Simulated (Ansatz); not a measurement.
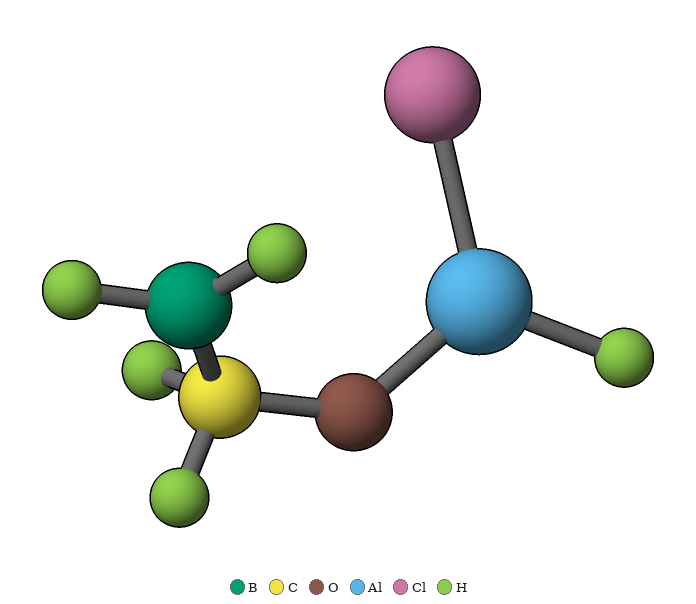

The picture comes from a calculation with Ansatz.

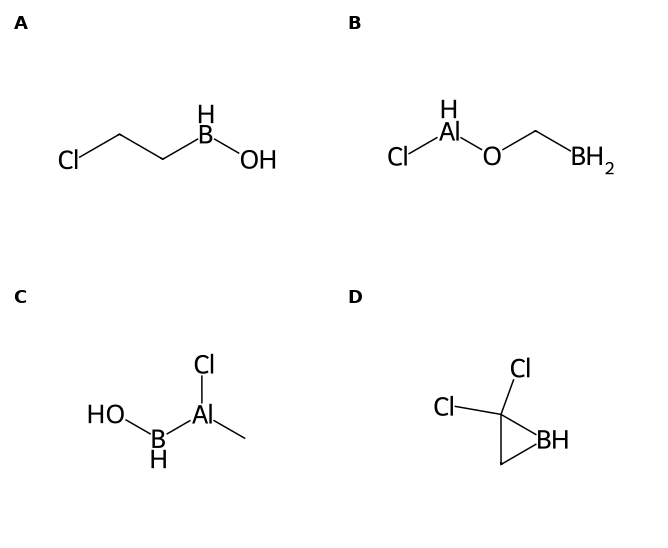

### The first picture shows one of the molecules drawn in the second. Which?

B, `BC[O][AlH][Cl]`.
